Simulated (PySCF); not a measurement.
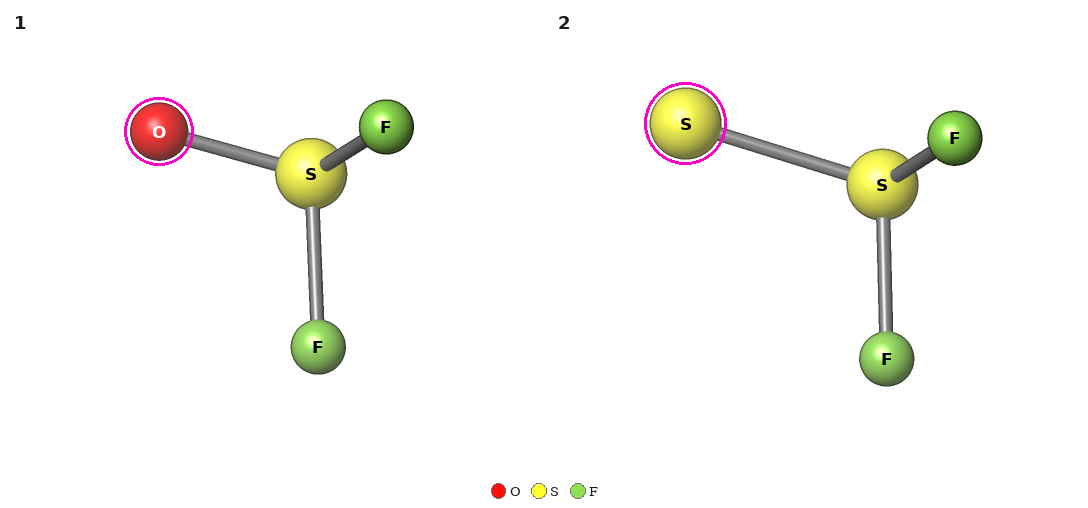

2 molecules with one skeleton, seen from the same side and at one scale; the atom that differs is circled. Charge 0, singlet. Computed geometries: PBE0-D3(BJ)/def2-SVP optimisations, one conformation each. Properties computed with PySCF 2.14.0.

One atom differs, called X below: O in panel 1, S in panel 2. Their formulas are SOF2 (`O=S(F)F`), S2F2 (`FS(F)=S`).

In which is the dipole moment larger (CAM-B3LYP/def2-SVPD)?

In panel 1 (X = O).

In which is the HOMO energy (Kohn–Sham orbital) higher (CAM-B3LYP/def2-SVPD)?

In panel 2 (X = S).

Give the values. With PBE0-D3(BJ)/def2-SVP: length of X–S (Å), mean angle X–S–F (°). With CAM-B3LYP/def2-SVPD: dipole moment (D), HOMO energy (Kohn–Sham orbital) (eV), HOMO–LUMO gap (eV), mean static polarisability (bohr³), lowest vertical singlet excitation (eV).

```csv
quantity,1 (O),2 (S),2 − 1
length of X–S (Å),1.437,1.874,+0.437
mean angle X–S–F (°),106.7,108.1,+1.4
dipole moment (D),1.86,1.24,−0.62
HOMO energy (Kohn–Sham orbital) (eV),−11.46,−9.65,+1.81
HOMO–LUMO gap (eV),10.80,8.15,−2.65
mean static polarisability (bohr³),26.8,45.0,+18.2
lowest vertical singlet excitation (eV),6.50,4.06,−2.44
```
